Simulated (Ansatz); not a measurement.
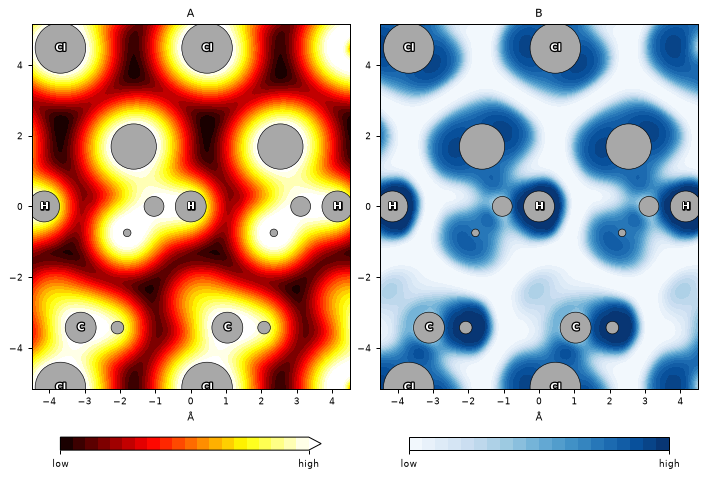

H2CClF: 2 fields on the (101) plane of the conventional cell, with unlabelled colour scales. Grey discs cover the atomic cores.

Space group P2₁.

These are results of DFT, PBE, plane-wave PAW, default files, scalar-relativistic (Ansatz 0.2.0), not measurements.

**Which field does each panel show? The fields are: electron localisation function and valence pseudo-density.**

Panel A: valence pseudo-density. Panel B: electron localisation function. From the grid: C–Cl (1.79 Å): the density is about 1.3 e/Å³ at the midpoint; the ELF peaks at about 0.85 between the atoms, as expected for a shared electron pair.
